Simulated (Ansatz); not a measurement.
# GaGe$_{2}$H$_{3}$ (SMILES [GaH2-]1[Ge+]=[GeH]1): what the fields show

The calculation's input:

```
crystal:
  periodic: [false, false, false]
  atoms:
    - {symbol: Ga, position_ang: [0.216247, 0.394003, 1.031363]}
    - {symbol: Ge, position_ang: [1.641349, -1.461362, 2.273808]}
    - {symbol: Ge, position_ang: [-0.119006, -0.609341, 3.408829]}
    - {symbol: H, position_ang: [1.071888, 0.396826, -0.293191]}
    - {symbol: H, position_ang: [-1.017443, 1.379524, 1.106308]}
    - {symbol: H, position_ang: [-1.375258, 0.156376, 3.926374]}
basis:
  gaussian:
    orbitals: def2-TZVPD
hamiltonian:
  xc: pbe0
output:
  forces: true
  orbitals: {seedname: orbitals}
```

Launched as:

```sh
ansatz run input.yaml --threads 2 --pin off --max-ram 4350MiB --events-out events.jsonl --progress --plain --runs-dir runs
```

Geometry: B3LYP/6-31G*.

Level of theory: Ansatz 0.2.0, isolated molecule in a Gaussian basis; Kohn-Sham density functional theory, functional PBE0.

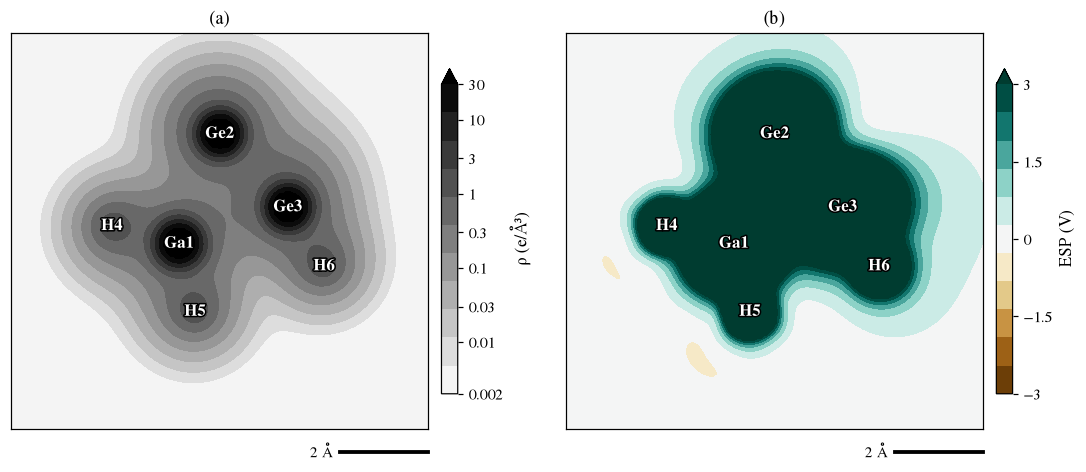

Figure 1. (a) electron density; (b) molecular electrostatic potential on the molecular plane.

### What does the map show?

The plane passes through Ga, Ge and H nuclei.
Ge–Ge (2.26 Å): ρ at the midpoint is about 0.56 e/Å³.
Ga–Ge (2.60 Å): the density is about 0.36 e/Å³ at the midpoint.
Ge–H (1.56 Å): the density is about 1 e/Å³ at the midpoint.
Ga–Ge (2.65 Å): ρ is about 0.33 e/Å³ halfway.
Ga–H (1.58 Å): ρ is about 0.97 e/Å³ halfway.
The potential has no marked negative region in this plane.

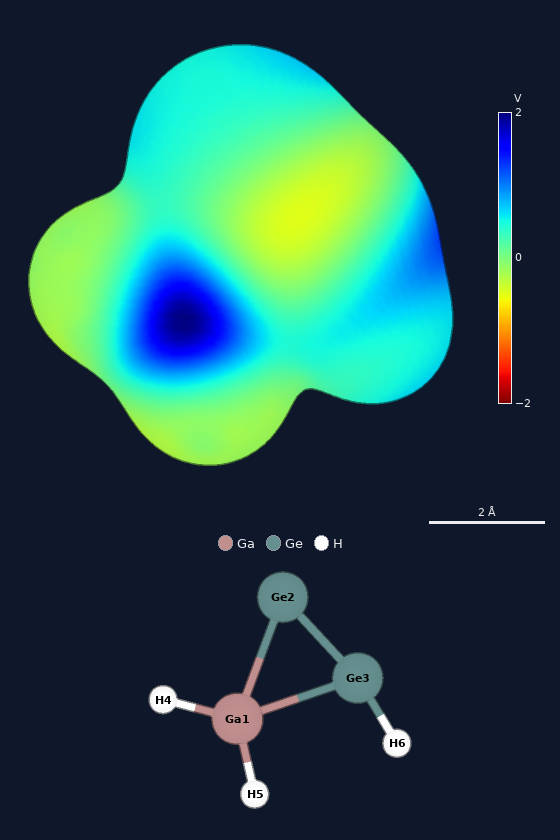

Figure 2. The electrostatic potential painted on the density surface at 0.002 e/bohr³, seen across its widest extent; the colour scale runs from red (negative) to blue (positive). The bare structure is drawn below in the same view.

### Which sites attract a positive test charge, and which a negative one?

A positive charge is drawn to the negative regions and a negative charge to the positive ones. The most negative region (about −0.5 V) lies over Ge2, the most positive (about +1.9 V) over Ga1.

### What dipole moment does the calculation give?

Its dipole moment is 0.74 D.

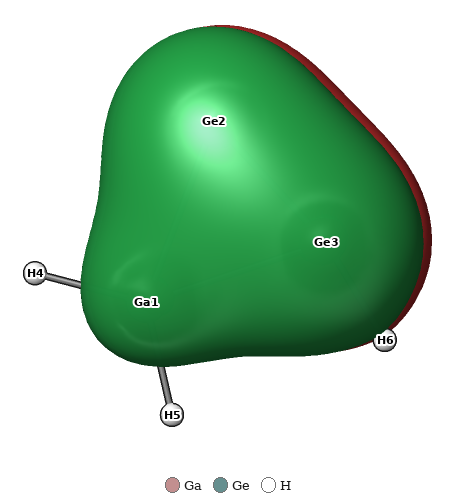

Figure 3. One frontier orbital at ±0.06 Å⁻³ᐟ² (green and red are the two phases), seen across its widest extent.

### Which orbital is it: HOMO or LUMO?

The HOMO, at −6.18 eV. By Hirshfeld shares it lies mainly on Ge3 (about 45 %), Ge2 (about 40 %) and Ga1 (about 15 %); it changes sign across the molecular plane (π type); π-bonding across Ga1–Ge2, Ga1–Ge3 and Ge2–Ge3.
